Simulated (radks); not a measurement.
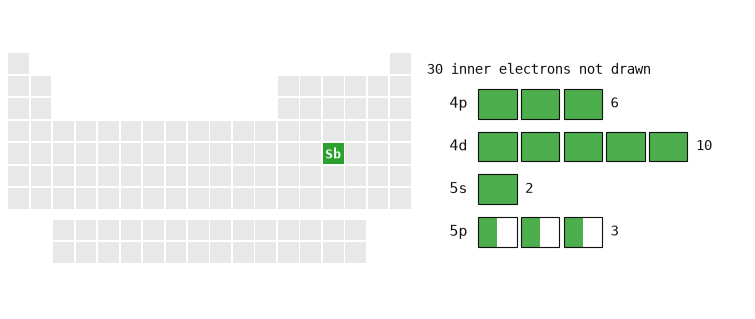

Figure 1. Left, the place of antimony in the periodic table; right, the outer shells as the input fills them: a box for each of the 2l + 1 orbitals, shaded by the share of the shell that is filled, with the electron count at the right.

**Atomic calculation for Sb**

- system: the neutral antimony atom in the configuration [Kr] 4d10 5s2 5p3 (high spin).
- method: scalar-relativistic Kohn-Sham, LDA (Slater exchange, VWN5 correlation), spin-polarised, spherical densities, finite nucleus (the in-house radial solver radks)

### Summary

| quantity | value |
| --- | --- |
| outcome | converged |
| total energy | −6475.8503 hartree |
| kinetic energy | 6770.8457 hartree |
| electron–nucleus energy | −15667.5714 hartree |
| Hartree energy | 2585.5230 hartree |
| exchange–correlation energy | −164.647555 hartree |
| radius at density 0.001 e/bohr³ | 4.67 bohr |
| SCF iterations | 13 |
| hardware | 1 CPU thread, shared host |
| wall time | 2.5 s |

### Input file
```
Z 51
configuration [Kr] 4d10 5s2 5p3
relativity scalar-relativistic
functional lda,vwn5
spin polarised
nucleus finite rms 4.6802 fm
c 137.035999084
response adiabatic LDA kernel
```

Energies in input and log are in hartree, lengths in bohr (the nuclear radius in fm).

### Log
```
1s      1   1.0000       -1112.34681488
2s      1   1.0000        -169.29601177
2p      1   3.0000        -152.08298869
3s      1   1.0000         -33.16518555
3p      1   3.0000         -27.55248467
3d      1   5.0000         -18.95901715
4s      1   1.0000          -5.45047704
4p      1   3.0000          -3.72810715
4d      1   5.0000          -1.23015169
5s      1   1.0000          -0.49976372
5p      1   3.0000          -0.20310672
1s      2   1.0000       -1112.34432194
2s      2   1.0000        -169.29484847
2p      2   3.0000        -152.08111639
3s      2   1.0000         -33.16300328
3p      2   3.0000         -27.55010378
3d      2   5.0000         -18.95682193
4s      2   1.0000          -5.44570663
4p      2   3.0000          -3.72260974
4d      2   5.0000          -1.21913047
5s      2   1.0000          -0.44179905
5p      2   0.0000          -0.14492436
Etot -6475.8503239969095
Ekin 6770.845662729661
Encl -15667.571426194161
Eh 2585.5229945596666
Exc -164.6475550920772
err 6.391137413985865e-09
it 13
```

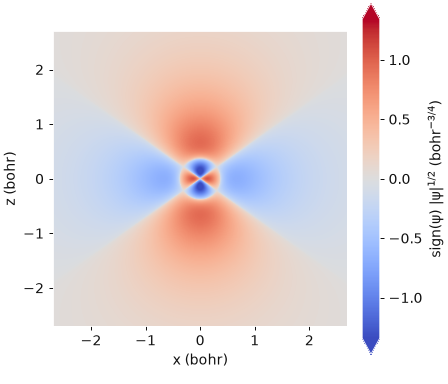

Figure 2. One occupied orbital of down spin is shown. In the xz plane through the nucleus, the colour gives the signed square root of ψ. The radial function comes from the spherical calculation and is multiplied by a real spherical harmonic; the overall sign is chosen so that the largest lobe of P(r) is positive; at the scalar-relativistic level it is the large component. It is 4d(z²) of down spin. It has two nodal cones about z and 1 radial node, at r = 0.376 bohr. The outermost maximum of P² lies at 0.846 bohr, ⟨r⟩ = 1.03 bohr, 90 % of the charge lies within 1.59 bohr, and the eigenvalue is −33.2 eV, with 5 electrons in the shell for this spin.

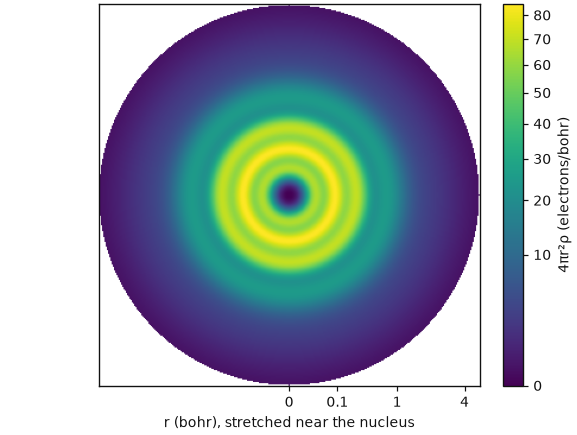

Figure 3. The radial density 4πr²ρ as a disc about the nucleus, with the radius drawn as r to the power 0.35. There are 4 maxima, at r = 0.0199, 0.0882, 0.256 and 0.746 bohr, parted by minima at 0.0390, 0.169 and 0.551 bohr, inside which lie 2.0, 11.2 and 29.0 electrons. The configuration has 5 principal shells, so not every shell has a maximum of its own.
